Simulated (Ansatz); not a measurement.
From CHBr3 to CHI3: predicting a member

On one C centre that keeps H, n of the Br ligands are replaced by I. The atomisation energy (no zero-point term) y in kJ/mol at CCSD(T)/def2-TZVPP. Shapes, held fixed at every level: PBE0-D4/def2-TZVP. Programs: Ansatz 0.2.0.

| molecule | n | y (kJ/mol) |
| --- | --- | --- |
| CHBr3 | 0 | 1249 |
| CHBr2I | 1 | 1202 |
| CHBrI2 | 2 | ? |
| CHI3 | 3 | 1110 |

Question: Fit y = c + s·n to the known rows and predict CHBrI2.

Answer: 
1. Means of the 3 rows: n = 1.33333, y = 1187.0.
2. Σ(Δn)² = 4.6667, Σ(Δn·Δy) = -216, so the slope is -216/4.6667 = -46.285.
3. Intercept: 1187.0 − (-46.285) × 1.33333 = 1248.7. The largest residual of the fit is 0.4.
4. CHBrI2: 1248.7 + (-46.285) × 2 = 1156 kJ/mol.

The run gave 1156 kJ/mol, so the prediction is off by 0 kJ/mol: they agree to the digits shown. The steps are nearly additive. The slope is the difference between a C–I and a C–Br bond. Other levels give for CHBrI2: wB97X-V/def2-TZVPP 1181; CCSD/def2-TZVPP 1107 kJ/mol. Spin-orbit coupling of the free atoms (Br 15, I 30 kJ/mol each; the atoms kept shift only the intercept) is left out. For atoms past krypton def2 sets carry core potentials with scalar relativity. Relativity is left out for Br unless named. Correlated rows may include outer-core shells of Br, I, which these sets cover unevenly.

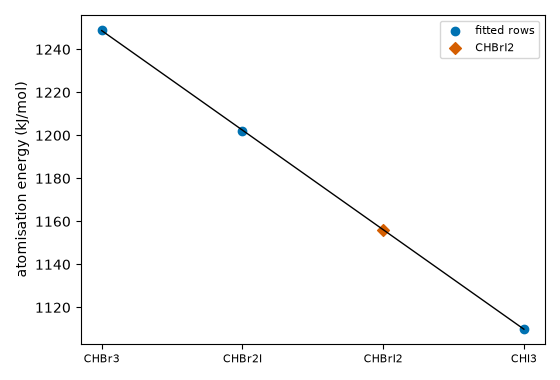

The fitted line, with the withheld member.
